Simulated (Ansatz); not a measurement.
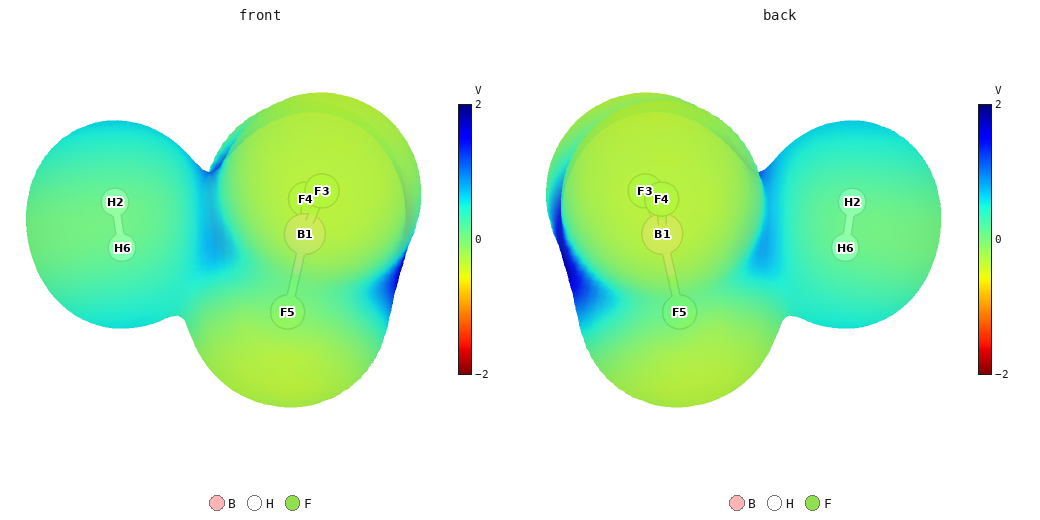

*BF$_{3}$···H$_{2}$. The molecular electrostatic potential painted on the density surface at 0.001 e/bohr³, seen from the front and from behind; red is negative and blue positive.*

These are results of RKS revPBE/def2-SVP in Ansatz, not measurements.

```xyz
6

B     0.0193   -0.5345   -0.6554
H     0.0047    0.2514    2.4541
F     1.1575    0.1186   -0.8640
F    -1.1436    0.0760   -0.8568
F     0.0441   -1.8015   -0.2535
H     0.0239   -0.5126    2.4059
```

Q: Where is the surface potential most negative and most positive?

A: The most negative region (about −0.4 V) lies over F3, F4 and F5, the most positive (about +1.8 V) over B1.
